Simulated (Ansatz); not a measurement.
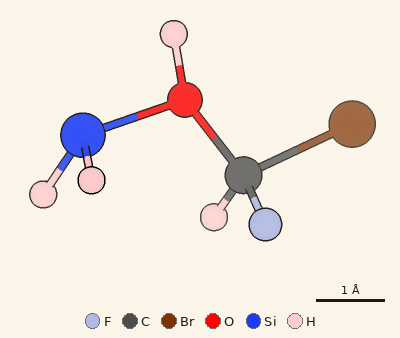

This is the input geometry for a relaxation of CH$_{4}$BrFOSi. The picture is a ball-and-stick view, seen from a free direction.

The run prepares an end point of a later path (hydrogen shift) calculation, from a guessed geometry.

Level of theory: Ansatz 0.2.0, RKS r2SCAN-D4/def2-SVP.

Input
```yaml
crystal:
  periodic: [false, false, false]
  atoms:
    - { symbol: F, position_ang: [-1.4156, 0.7549, 0.893] }
    - { symbol: C, position_ang: [-0.3651, 0.069, 1.1891] }
    - { symbol: Br, position_ang: [0.2001, 0.5457, 2.9676] }
    - { symbol: O, position_ang: [0.7339, 0.3936, 0.2656] }
    - { symbol: Si, position_ang: [0.4234, -0.1054, -1.3143] }
    - { symbol: H, position_ang: [-0.6128, -0.9793, 1.2162] }
    - { symbol: H, position_ang: [-0.6088, 0.7262, -1.9244] }
    - { symbol: H, position_ang: [0.0417, -1.5038, -1.2977] }
    - { symbol: H, position_ang: [1.64602, 0.74513, 0.1089] }
basis:
  gaussian: { orbitals: def2-SVP }
hamiltonian:
  xc: r2scan
  dispersion: d4
relax:
  f_tol: 0.02
  max_steps: 50
```

Command:
```bash
ansatz run input.yaml --threads 2 --pin off --max-ram 3072MiB --backend cpu --events-out ev --progress --plain --runs-dir out
```

**Where does the relaxation end?**

The largest moves after the best rigid fit, 0.60 Å, are those of H7 and H9. By element the largest moves are H 0.60 Å, F 0.58 Å, Si 0.48 Å, Br 0.43 Å, C 0.14 Å, O 0.10 Å. Near-neighbour distances that change, for instance: O4–Si5 1.686 → 2.100 Å, Si5–H8 1.450 → 1.532 Å, C2–O4 1.472 → 1.391 Å, Si5–H7 1.459 → 1.532 Å. Among the angles between lasting bonds that change: C2–O4–H9 150.0° → 111.6°, O4–Si5–H7 110.7° → 87.5°, O4–Si5–H8 108.9° → 86.0°. After 13 accepted moves (15 points after the start) the energy has fallen by 2.213 eV. Largest force component: 5.5 eV/Å at the start, 0.02 eV/Å at the end. The line search rejected the trial steps at points 10, 14 of the run. Cost: 95 s on 2 threads of Arm Neoverse V1 (shared host), peak memory 0.2 GiB.

Step by step:

| step | E − E(0), eV | largest force component, eV/Å | note |
| --- | --- | --- | --- |
| 0 | 0.0000 | 5.5385 |  |
| 1 | -1.1796 | 3.3114 |  |
| 2 | -1.6958 | 1.5289 |  |
| 3 | -2.0016 | 1.0181 |  |
| 4 | -2.1091 | 1.0429 |  |
| 5 | -2.1413 | 0.6695 |  |
| 6 | -2.1770 | 0.4960 |  |
| 7 | -2.1986 | 0.2240 |  |
| 8 | -2.2030 | 0.0521 |  |
| 9 | -2.2068 | 0.0515 |  |
| 10 | -2.2054 | 0.4071 | rejected |
| 11 | -2.2109 | 0.0539 |  |
| 12 | -2.2120 | 0.0838 |  |
| 13 | -2.2125 | 0.0490 |  |
| 14 | -2.2123 | 0.1450 | rejected |
| 15 | -2.2128 | 0.0200 |  |

Final geometry:

```xyz
9

F    -1.1342    1.2524    1.0032
C    -0.3255    0.1964    1.1412
Br    0.3116    0.1340    2.9969
O     0.7606    0.2967    0.2782
Si    0.5903   -0.2041   -1.7544
H    -0.8431   -0.7430    0.9041
H    -0.8710    0.2504   -1.6757
H     0.2469   -1.6153   -1.2671
H     1.3073    1.0785    0.4775
```

The end point in the same view:

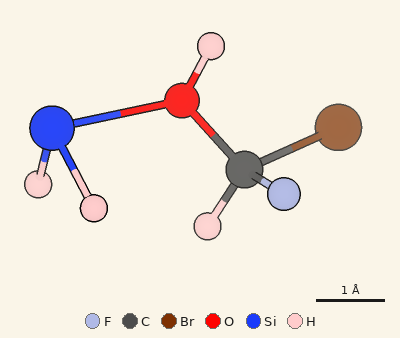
